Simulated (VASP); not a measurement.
Band structure of HfB2 (AlB2 type). All values below come from SCAN meta-GGA, VASP's PBE PAW potentials (set 64) (plane waves; VASP).

Unless said otherwise, spin-orbit coupling is left out, though it shifts the bands of the heavy elements here.

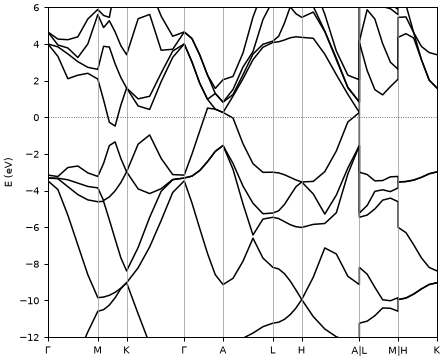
*Bands along high-symmetry lines, zero at the valence-band maximum or, without a gap, the Fermi level*

Problem. Read the plot: is there a gap, and where are the band edges?

Solution. It has no gap at this level: it comes out as a metal or semimetal.

The compound is HfB2 in the AlB2 type structure. It was relaxed first.
